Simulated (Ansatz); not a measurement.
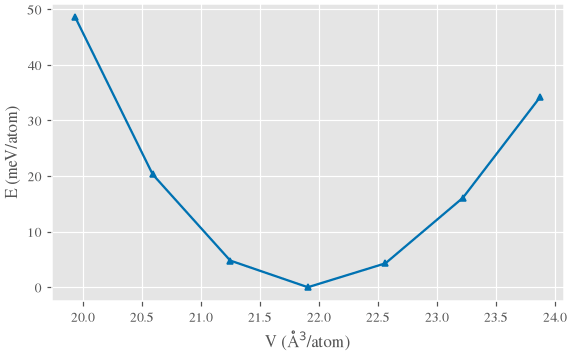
Figure. ZnCu₂SnSe₄ in space group I-4 (No. 82; Pearson symbol tI16) under volume change, DFT-LDA in the program Ansatz with PAW potentials, shape and atoms relaxed at each volume.

What does a third-order Birch–Murnaghan fit give for V₀, B₀ and B′?

V₀ = 21.91 Å³/atom, B₀ = 73.1 GPa, B′ = 4.8.

The cell was relaxed with LDA under the symmetry of its start. The run is not spin-polarised. Spin–orbit coupling is left out wherever it is not named.

Potentials: the later of the program's two PAW sets.
